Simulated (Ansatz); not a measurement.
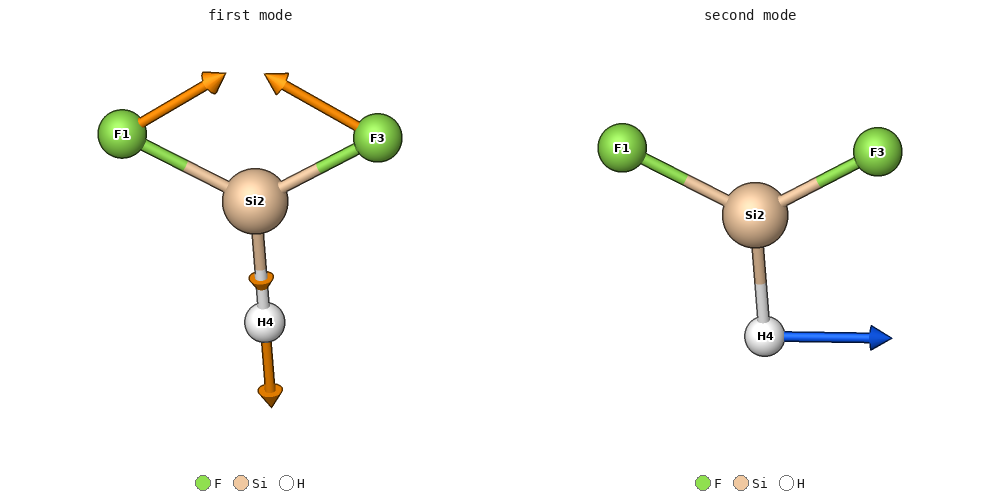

The system is F2HSi, SMILES F[SiH+]F, charge +1; the picture shows the reference structure; its two panels give the patterns of the first and the second mode as arrows. Coordinates scanned: (1) normal mode 1 (326 cm⁻¹); (2) normal mode 3 (765 cm⁻¹). Nothing is relaxed (straight displacements along the two mass-weighted modes). The grid has 15 × 15 points; 120 points were computed and 105 follow by symmetry. Energies are in kcal/mol, from the lowest grid point. Level of theory: RKS PBE0-D4/def2-TZVP in Ansatz.

Its coordinates:

```yaml
atoms:
  - { symbol: F, position_ang: [1.2558, 0.2849, -0.7895] }
  - { symbol: Si, position_ang: [-0.0030, -0.0256, 0.0143] }
  - { symbol: F, position_ang: [-1.0993, 1.0346, 0.0515] }
  - { symbol: H, position_ang: [-0.1535, -1.2940, 0.7238] }
```

Range: normal mode 1 (326 cm⁻¹) from −1.75 to 1.75 amu½·Å; normal mode 3 (765 cm⁻¹) from −0.467 to 0.467 amu½·Å.

Predict the map.

Answer. The lowest grid point is at normal mode 1 (326 cm⁻¹) = 0.00 amu½·Å, normal mode 3 (765 cm⁻¹) = 0.000 amu½·Å. No other kind of well shows on this grid. The highest grid point, normal mode 1 (326 cm⁻¹) = 1.75 amu½·Å, normal mode 3 (765 cm⁻¹) = −0.467 amu½·Å, lies 21.8 kcal/mol above the lowest.

| normal mode 3 (765 cm⁻¹) ↓, normal mode 1 (326 cm⁻¹) → | −1.75 | −1.50 | −1.25 | −1.00 | −0.75 | −0.50 | −0.25 | 0.00 | 0.25 | 0.50 | 0.75 | 1.00 | 1.25 | 1.50 | 1.75 |
| --- | --- | --- | --- | --- | --- | --- | --- | --- | --- | --- | --- | --- | --- | --- | --- |
| 0.467 | 21.3 | 17.3 | 14.0 | 11.3 | 9.1 | 7.5 | 6.5 | 6.0 | 6.1 | 6.8 | 8.1 | 10.2 | 13.1 | 16.9 | 21.8 |
| 0.401 | 19.3 | 15.4 | 12.1 | 9.4 | 7.3 | 5.7 | 4.7 | 4.3 | 4.4 | 5.2 | 6.6 | 8.7 | 11.6 | 15.5 | 20.4 |
| 0.334 | 17.6 | 13.7 | 10.5 | 7.8 | 5.8 | 4.3 | 3.3 | 2.9 | 3.1 | 3.9 | 5.3 | 7.5 | 10.5 | 14.4 | 19.4 |
| 0.267 | 16.3 | 12.4 | 9.2 | 6.6 | 4.5 | 3.1 | 2.2 | 1.8 | 2.1 | 2.9 | 4.3 | 6.5 | 9.6 | 13.5 | 18.5 |
| 0.200 | 15.3 | 11.4 | 8.2 | 5.6 | 3.6 | 2.2 | 1.3 | 1.0 | 1.3 | 2.1 | 3.6 | 5.8 | 8.9 | 12.9 | 17.9 |
| 0.134 | 14.6 | 10.7 | 7.5 | 5.0 | 3.0 | 1.6 | 0.7 | 0.4 | 0.7 | 1.6 | 3.1 | 5.4 | 8.4 | 12.4 | 17.5 |
| 0.067 | 14.2 | 10.3 | 7.1 | 4.6 | 2.6 | 1.2 | 0.4 | 0.1 | 0.4 | 1.3 | 2.8 | 5.1 | 8.1 | 12.2 | 17.2 |
| 0.000 | 14.0 | 10.2 | 7.0 | 4.5 | 2.5 | 1.1 | 0.3 | 0.0 | 0.3 | 1.2 | 2.7 | 5.0 | 8.1 | 12.1 | 17.1 |
| −0.067 | 14.2 | 10.3 | 7.1 | 4.6 | 2.6 | 1.2 | 0.4 | 0.1 | 0.4 | 1.3 | 2.8 | 5.1 | 8.1 | 12.2 | 17.2 |
| −0.134 | 14.6 | 10.7 | 7.5 | 5.0 | 3.0 | 1.6 | 0.7 | 0.4 | 0.7 | 1.6 | 3.1 | 5.4 | 8.4 | 12.4 | 17.5 |
| −0.200 | 15.3 | 11.4 | 8.2 | 5.6 | 3.6 | 2.2 | 1.3 | 1.0 | 1.3 | 2.1 | 3.6 | 5.8 | 8.9 | 12.9 | 17.9 |
| −0.267 | 16.3 | 12.4 | 9.2 | 6.6 | 4.5 | 3.1 | 2.2 | 1.8 | 2.1 | 2.9 | 4.3 | 6.5 | 9.6 | 13.5 | 18.5 |
| −0.334 | 17.6 | 13.7 | 10.5 | 7.8 | 5.8 | 4.3 | 3.3 | 2.9 | 3.1 | 3.9 | 5.3 | 7.5 | 10.5 | 14.4 | 19.4 |
| −0.401 | 19.3 | 15.4 | 12.1 | 9.4 | 7.3 | 5.7 | 4.7 | 4.3 | 4.4 | 5.2 | 6.6 | 8.7 | 11.6 | 15.5 | 20.4 |
| −0.467 | 21.3 | 17.3 | 14.0 | 11.3 | 9.1 | 7.5 | 6.5 | 6.0 | 6.1 | 6.8 | 8.1 | 10.2 | 13.1 | 16.9 | 21.8 |

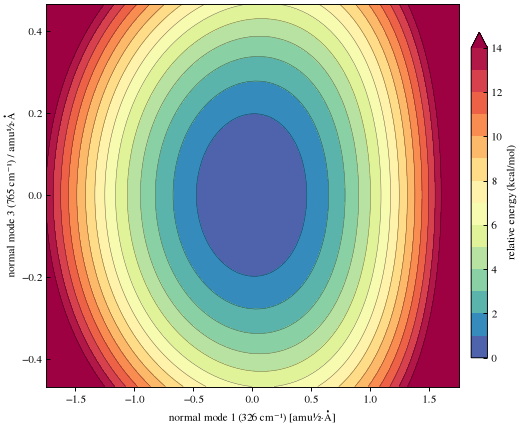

The picture shows filled contours, one colour for all values above the top of the scale. Between grid points the surface is interpolated.

The whole map (120 points run) took 4.3 min on 1 thread of Intel(R) Xeon(R) Platinum 8259CL CPU @ 2.50GHz (Skylake/Cascade Lake) (shared host).
